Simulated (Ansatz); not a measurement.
**ClGeH3O···H (doublet): density, localisation and related maps**

Input

```
crystal:
  periodic: [false, false, false]
  atoms:
    - { symbol: Ge, position_ang: [0.00662, -0.063168, -0.109609] }
    - { symbol: Cl, position_ang: [-0.11531, 0.031563, 2.096047] }
    - { symbol: H, position_ang: [1.47944, 0.093029, -0.533529] }
    - { symbol: O, position_ang: [-0.820261, 1.354893, -0.814363] }
    - { symbol: H, position_ang: [-1.775916, 1.38962, -0.618845] }
    - { symbol: H, position_ang: [-0.691307, -1.391134, -0.50833] }
    - { symbol: H, position_ang: [0.023134, -0.021703, 4.665029] }
magnetization:
  spin_polarized: true
  initial_magnetization: 1
basis:
  gaussian: { orbitals: def2-SVP }
hamiltonian:
  xc: pbe
  dispersion: d4
relax:
  f_tol: 0.03
  max_steps: 50
output:
  orbitals: {}
```

Command:

```sh
ansatz run input.yaml --threads 2 --pin off --max-ram 3072MiB --backend cpu --events-out ev --progress --plain --runs-dir out
```

The fields are those of the run's last geometry, not of the input's.

The calculation used UKS PBE-D4/def2-SVP (Ansatz).

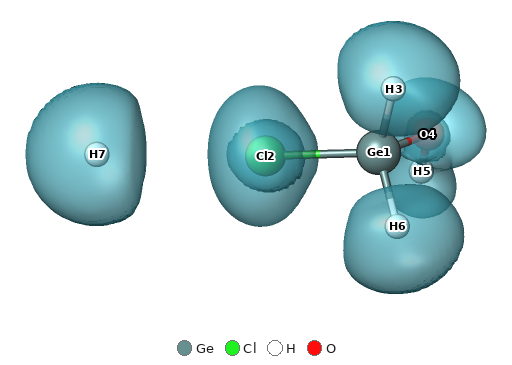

Figure 1. Isosurface of the ELF at 0.75 (cyan), seen from one side. Only the valence region is drawn (cores and ρ < 0.01 e/Å³ removed).

Describe the localisation domains.

Answer. The ELF exceeds this value in three regions around hydrogen nuclei, one region wrapped around Cl (its valence shell) and one joined region spread over several atoms (H, O), in which their bonds and any lone pairs are merged. Along the contacts the grid gives the following. Cl2···H7 (3.20 Å): the ELF dips to about 0 between them (a non-bonded, intermolecular contact). Ge–O (1.79 Å): the ELF peaks at about 0.85 in the valence shell of O, 0.6 Å from its nucleus, and is about 0.35 at the midpoint.

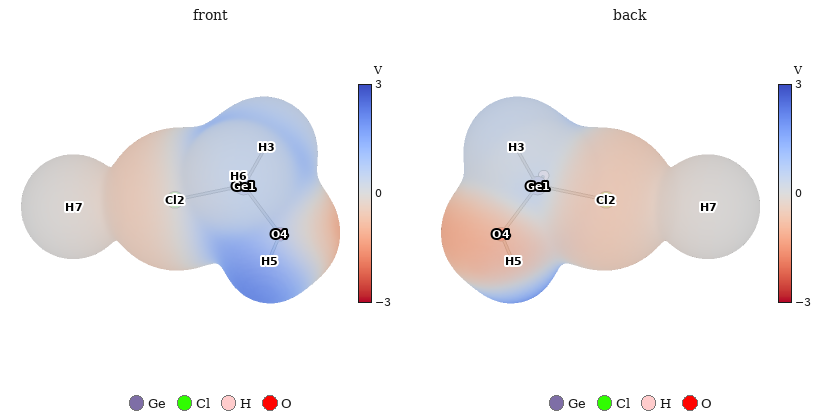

Figure 2. The electrostatic potential painted on the density surface at 0.001 e/bohr³, seen from the front and from behind; the colour scale runs from red (negative) to blue (positive).

Where is the surface potential most negative and most positive?

Answer. The most negative region (about −1.1 V) lies over O4, the most positive (about +2.0 V) over H5. O4 is the likeliest acceptor of a hydrogen bond.

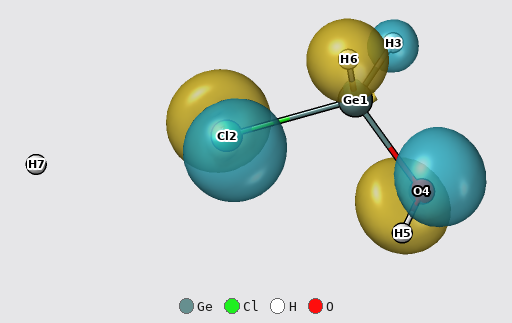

Figure 3. One frontier orbital at ±0.15 Å⁻³ᐟ² (yellow and cyan are the two phases), seen at a tilt.

Which orbital is it: HOMO (β) or LUMO (β)?

Answer. The HOMO (β), at −7.14 eV. Its weight (Hirshfeld) is mainly on O4 (about 45 %), Cl2 (about 30 %), Ge1 (about 10 %) and H6 (about 10 %); largely a combination of lone pairs on O4 and Cl2.
